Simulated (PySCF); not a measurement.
Te(H)(SiH3), SMILES [TeH][SiH3] (H4SiTe) at its B3LYP/def2-SVP optimised geometry (Å):

```
6

Te    -0.0691    -1.5492     0.0000
H      1.6037    -1.5492     0.0000
Si    -0.1529     0.9794     0.0000
H      0.5231     1.5470    -1.2004
H      0.4703     1.5492     1.2276
H     -1.6037     1.3158    -0.0309
```

Computed with B3LYP/def2-TZVP, def2 effective core potentials past Kr (PySCF). The core electrons that the potentials of Te replace are not part of the density. Cells within 0.4 Å of a nucleus heavier than hydrogen are left out (blank, or x).

Map of the Laplacian of the electron density (e/bohr⁵), clipped to [-1.50, 1.50] on the plane z = 0.0 Å:

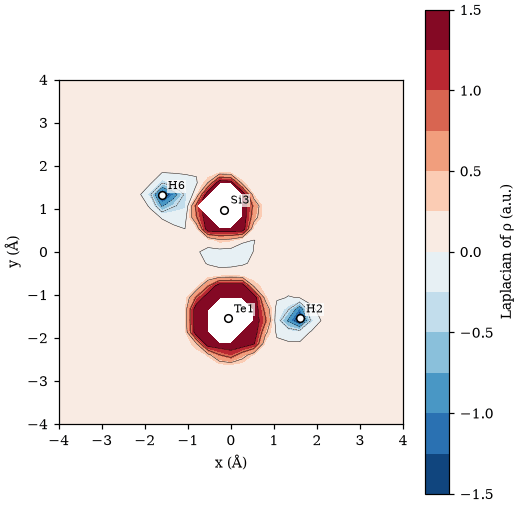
*Laplacian of the electron density (e/bohr⁵), clipped to [-1.50, 1.50] on the plane z = 0.0 Å.*
